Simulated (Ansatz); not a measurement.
# H4OSi···CH4···HF: what the fields show

Input file:

```
crystal:
  periodic: [false, false, false]
  atoms:
    - { symbol: Si, position_ang: [-1.519572, -0.549499, -0.449158] }
    - { symbol: C, position_ang: [1.545449, 0.298445, -0.611783] }
    - { symbol: H, position_ang: [-0.628785, -1.668893, -0.049321] }
    - { symbol: H, position_ang: [-1.277784, -0.17021, -1.868943] }
    - { symbol: H, position_ang: [-2.934202, -0.970274, -0.26746] }
    - { symbol: H, position_ang: [-0.142131, 0.04823, 2.344166] }
    - { symbol: O, position_ang: [-1.34276, 0.823585, 0.593293] }
    - { symbol: H, position_ang: [1.281997, 0.109748, 0.424122] }
    - { symbol: F, position_ang: [0.654532, -0.389944, 2.455495] }
    - { symbol: H, position_ang: [0.960071, 1.127768, -1.047448] }
    - { symbol: H, position_ang: [1.380095, -0.612466, -1.212659] }
    - { symbol: H, position_ang: [2.615227, 0.570439, -0.664455] }
    - { symbol: H, position_ang: [-0.592136, 1.382871, 0.354152] }
basis:
  gaussian: { orbitals: def2-SVP }
hamiltonian:
  xc: b3lyp
  dispersion: d4
relax:
  f_tol: 0.03
  max_steps: 50
output:
  orbitals: {}
```

Run with:

```sh
ansatz run input.yaml --threads 2 --pin off --max-ram 3072MiB --backend cpu --events-out ev --progress --plain --runs-dir out
```

The fields are those of the run's last geometry, not of the input's.

Level of theory: RKS B3LYP-D4/def2-SVP (Ansatz 0.2.0).

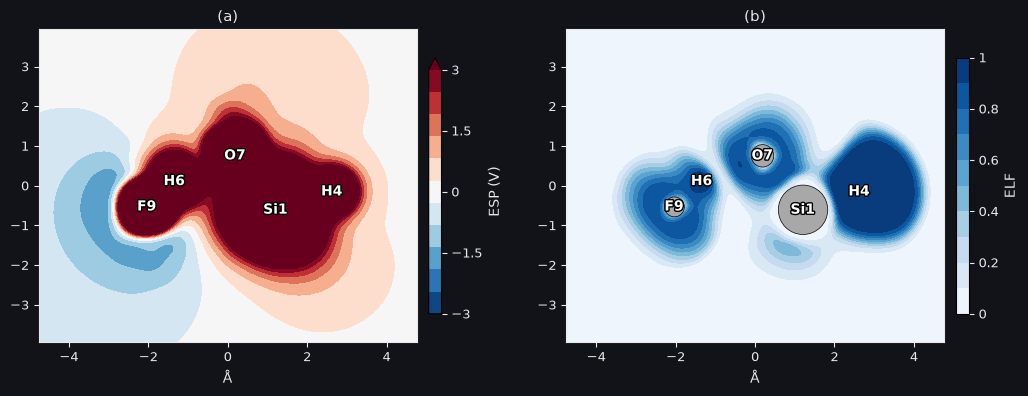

Figure 1. (a) electrostatic potential; (b) ELF on the plane of atoms H4, Si1 and O7. Grey discs cover the atomic cores in the ELF map.

Q: What do the fields say about this system?

A: The plane passes through Si, H, O and F nuclei. O7···H6 (1.66 Å): the ELF dips to about 0.15 between them (a closed-shell contact with the geometry of a hydrogen bond). Si–O (1.70 Å): the ELF peaks at about 0.90 between the atoms: a shared but strongly polarised pair. F–H (0.95 Å): the ELF climbs to about 1 towards the hydrogen, as it does in any bond to H: a covalent bond by its length. Si–H (1.49 Å): the ELF climbs to about 1 towards the hydrogen. The ELF also peaks beside F9, away from the bonds: lone-pair regions. Outside the dense part of the complex the potential is most negative (−1.8 V) near F9.

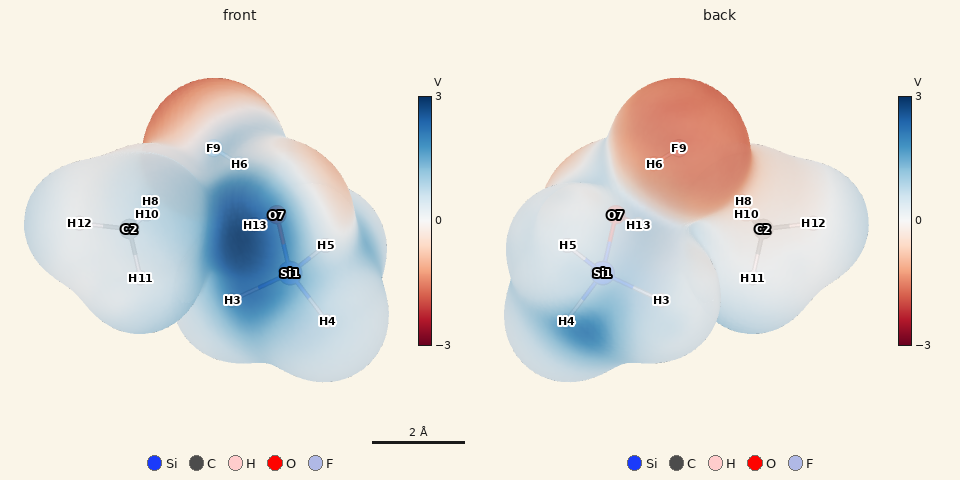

Figure 2. The electrostatic potential painted on the density surface at 0.002 e/bohr³, seen from the front and from behind; red is negative and blue positive.

Q: Describe the electrostatic potential map.

A: The most negative region (about −1.6 V) lies over F9, the most positive (about +2.8 V) over H13.

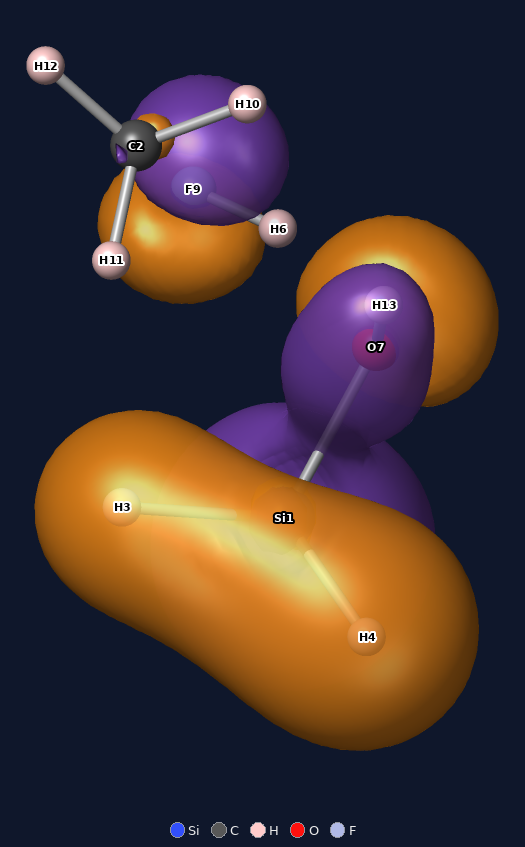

Figure 3. The HOMO−1 at ±0.08 Å⁻³ᐟ² (orange and purple are the two phases), seen at an oblique angle.

Q: What is the character of this orbital?

A: Its weight (Hirshfeld) is mainly on Si1 (about 30 %), H5 (about 25 %), O7 (about 15 %), H4 (about 10 %) and F9 (about 10 %). Its energy is −9.61 eV.
